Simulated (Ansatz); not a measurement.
# Lattice dynamics of LaP (Fm-3m), part 2 of 2

The cell of LaP (Fm-3m) is at rest. What are its phonons? After the zone centre comes a 4×4×4 q mesh on a 12×12×12 k mesh.

Ansatz 0.2.0; DFT PBEsol, scalar-relativistic, plane waves, PAW.

So far. Step 2 (Linear response at the zone centre): Before it was imposed, the acoustic sum rule was missed by 2.0e-4 eV/Å². Small misses are needed for a sound result but don't prove that mesh and cutoff are converged. The lowest optical mode is real, 161 cm⁻¹.

## 3. Response at finite wavevector (continued)

Interpolated from a 4×4×4 q mesh. Phonon branches along the path, in cm⁻¹:

```
    point  branch 1  branch 2  branch 3  branch 4  branch 5  branch 6
        Γ         0         0         0       161       161       161
        X        91        91       129       180       180       220
        U       104       118       127       200       216       233
jump to K       104       118       127       200       216       233
        Γ         0         0         0       161       161       161
        L       101       101       168       212       212       270
        W       111       111       129       214       214       232
        X        91        91       129       180       180       220
```

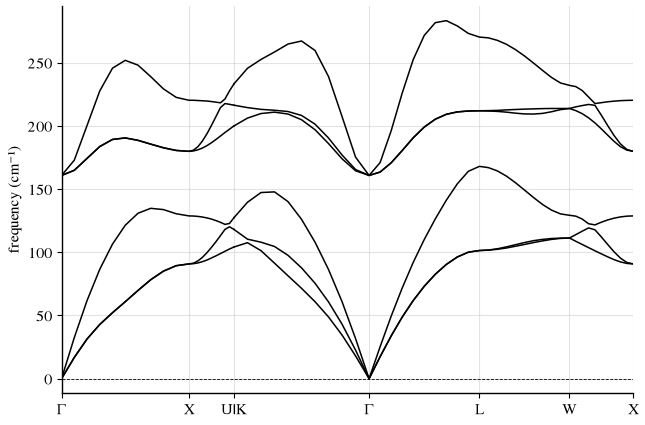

Phonon branches along the path.

The phonon density of states has structure finer than the step of the table below, so its rows give means over 20 cm⁻¹, whole bins alone (the curve runs from 2.5 to 282 cm⁻¹). Peaks (cm⁻¹: height): 102.5: 0.0742, 132.5: 0.0340, 212.5: 0.137.

Tetrahedra on a 20×20×20 mesh, mean over bins of 5 cm-1. Interpolated from a 4×4×4 q mesh. The phonon density of states by wavenumber; means over each step:

```
wavenumber (cm⁻¹)  phonon density of states (1/cm⁻¹/cell)
               20                                  5.0e-4
               40                                 0.00273
               60                                 0.00900
               80                                  0.0227
              100                                  0.0567
              120                                  0.0233
              140                                  0.0282
              160                                 0.00731
              180                                 0.00867
              200                                  0.0573
              220                                  0.0400
              240                                  0.0161
              260                                  0.0221
```

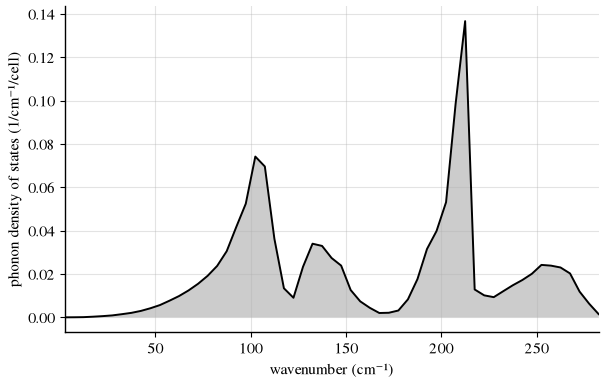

Phonon density of states against wavenumber.

The partial phonon density of states has structure finer than the step of the table below, so its rows give means over 20 cm⁻¹, whole bins alone (the curve runs from -10 to 302 cm⁻¹). Peaks (cm⁻¹: height): La 105.7: 0.0704, 135.1: 0.0363; P 211.5: 0.123, 256.6: 0.0239.

Phonopy on the run's constants, 17x17x17 mesh, Gaussian sigma 2.2 cm-1. Interpolated from a 4×4×4 q mesh. Partial phonon density of states against wavenumber; means over each step; values in 1/cm⁻¹/cell:

| wavenumber (cm⁻¹) | La | P |
| --- | --- | --- |
| 0 | 2.6e-5 | 4.0e-6 |
| 20 | 3.9e-4 | 8.1e-5 |
| 40 | 0.00238 | 4.3e-4 |
| 60 | 0.00779 | 0.00114 |
| 80 | 0.0203 | 0.00213 |
| 100 | 0.0549 | 0.00271 |
| 120 | 0.0213 | 0.00107 |
| 140 | 0.0275 | 0.00102 |
| 160 | 0.00663 | 5.9e-4 |
| 180 | 0.00111 | 0.00754 |
| 200 | 0.00396 | 0.0510 |
| 220 | 0.00185 | 0.0406 |
| 240 | 4.7e-4 | 0.0156 |
| 260 | 9.4e-4 | 0.0212 |
| 280 | 4.0e-4 | 0.00500 |

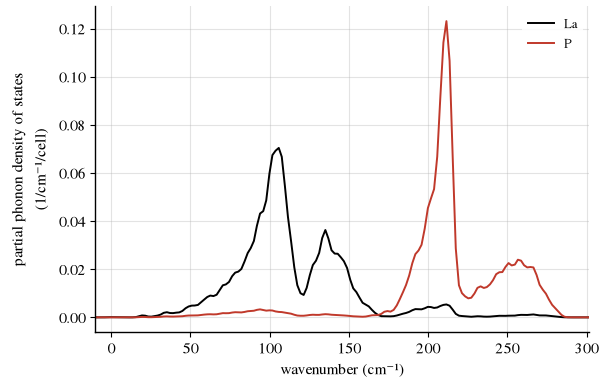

Partial phonon density of states, plotted against wavenumber.

Second derivatives of the energy by pair, one row for each kind of neighbour of each atom listed. Each entry sums the pair over the periodic images of the supercell that the q mesh stands for, and in a polar crystal it holds the long-range dipole part too. Force constants by pair, by row:

| atom | neighbour | distance (Å) | third of the trace (eV/Å²) | along the pair's line (eV/Å²) |
| --- | --- | --- | --- | --- |
| La1 | itself | 0 | 7.259 | – |
| La1 | P | 2.989 | -0.6995 | -1.279 |
| La1 | La | 4.228 | -0.2278 | -1.13 |
| La1 | P | 5.178 | -0.0059 | 0.1217 |
| La1 | La | 5.979 | -0.2133 | -0.6497 |
| La1 | P | 6.684 | 0.0582 | 0.1919 |
| La1 | La | 7.322 | -0.0015 | -0.0314 |
| P2 | itself | 0 | 5.34 | – |
| P2 | La | 2.989 | -0.6995 | -1.279 |
| P2 | P | 4.228 | -0.0541 | -0.4632 |
| P2 | La | 5.178 | -0.0059 | 0.1217 |
| P2 | P | 5.979 | -0.2066 | -0.5335 |
| P2 | La | 6.684 | 0.0582 | 0.1919 |
| P2 | P | 7.322 | -0.0064 | -0.0382 |

Harmonic thermodynamic functions per atom, from the density of states. Interpolated from a 4×4×4 q mesh. Thermodynamic functions, by row:

| T (K) | F_vib (meV/atom) | S (J/mol-atom/K) | C_V (J/mol-atom/K) |
| --- | --- | --- | --- |
| 0 | 30.38 | 0 | 0 |
| 50 | 29.94 | 3.142 | 7.102 |
| 100 | 26.27 | 11.13 | 16 |
| 200 | 7.32 | 24.58 | 22 |
| 300 | -23.23 | 33.85 | 23.55 |
| 400 | -62.03 | 40.72 | 24.14 |
| 500 | -107.1 | 46.14 | 24.43 |
| 600 | -157.3 | 50.61 | 24.58 |
| 700 | -211.8 | 54.4 | 24.68 |
| 800 | -269.9 | 57.7 | 24.74 |
| 900 | -331.3 | 60.62 | 24.78 |
| 1000 | -395.5 | 63.23 | 24.81 |

Harmonic mean-square displacement, third of the trace. Interpolated from a 4×4×4 q mesh. Mean square displacements, by row:

```
T (K)  La1 U_eq (Å²)  P2 U_eq (Å²)
    0        0.00118       0.00273
  100         0.0021        0.0034
  300        0.00557       0.00721
  600          0.011       0.01379
```

Symmetry leaves 8 wavevectors to solve. The lowest mode among them, the acoustic zeros apart, lies at q = (0, 0.25, 0.25) and is real, 60.9 cm⁻¹.

## 4. What came out

```json
{"space group (within 0.01 Å)": "Fm-3m", "volume per atom": "26.7 Å³", "electronic character": "no gap on this mesh", "highest optical mode at the zone centre (no LO-TO term)": "161 cm⁻¹", "lowest optical zone-centre mode": "161 cm⁻¹", "lowest mode on the q mesh (acoustic modes at Γ apart)": "60.9 cm⁻¹", "highest frequency on the path or at a solved wavevector": "283 cm⁻¹", "zero-point energy per atom": "30.4 meV", "heat capacity at 300 K": "23.6 J/(mol atoms K)", "vibrational entropy at 300 K": "33.8 J/(mol atoms K)", "Debye temperature (second moment)": "325 K", "imaginary modes on the 4×4×4 q mesh": "none"}
```

What this shows: The structure is a minimum as far as tested: no mode is imaginary at the 8 irreducible wavevectors of the 4×4×4 mesh, and the softest away from the acoustic zeros lies at 61 cm⁻¹. The optical modes at Γ form one degenerate level at 161 cm⁻¹. The highest mode in this list at Γ, 160.8 cm⁻¹, is mostly motion of P (82 % of the kinetic energy). With no gap, or one that is small against the smearing, the frequencies hang on the k mesh and the smearing, most of all near Kohn anomalies. A semilocal functional can close a gap that the real compound would have, so the metallic treatment may be an artefact of the level. Spin-orbit coupling is left out, which can matter for the heavy elements here. These are harmonic frequencies at zero temperature: anharmonic shifts, linewidths and thermal expansion are left out.

[Logs are printed without paths, hosts, clocks, repeated set-up lines and the standing remarks that a program may print on its own settings, such as how far it seeks lower states.]

[Hosts, paths, dates, database ids (printed as entryN), source tags and the programs' standing remarks are cut or masked in the printed files.]
